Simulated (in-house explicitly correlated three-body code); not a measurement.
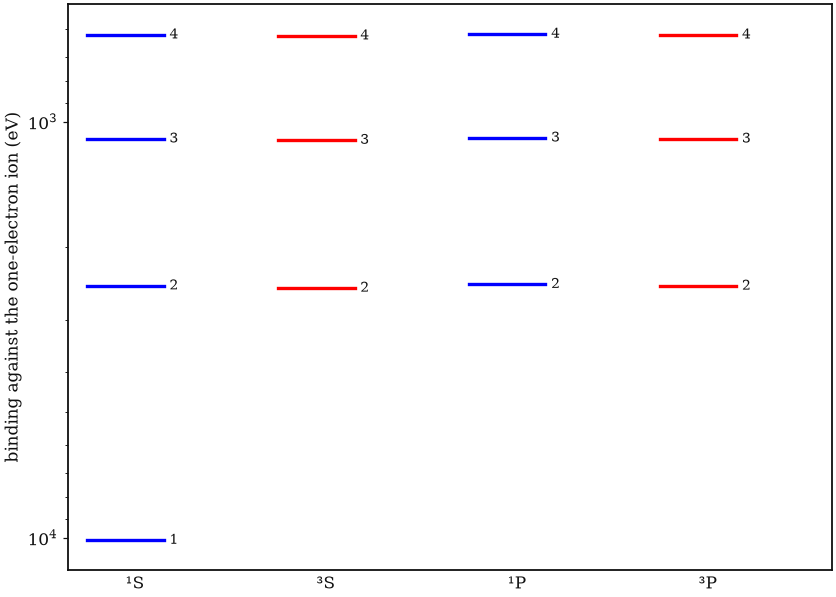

Two electrons around a point charge Z = 27.92. Computed variationally in 260 exponentially correlated functions with an in-house code, non-relativistic, converged to about 10⁻⁸ of the energy. The plot shows the bound S and P states that converged, by term and principal number n, on a logarithmic scale of binding.

**Describe the level scheme.**

The ground state is bound by 10.14 keV. The n = 2 states drawn run, from the deepest, 2 ³S (2510 eV), 2 ³P (2482 eV), 2 ¹S (2478 eV), 2 ¹P (2458 eV). Exchange puts 2 ³S below 2 ¹S by 31.5 eV and 2 ³P below 2 ¹P by 23.7 eV. Quantum defects n − (Z − 1)/√(2 E(binding)): 2 ³S 0.018, 2 ³P 0.007, 2 ¹S 0.005, 2 ¹P −0.003.
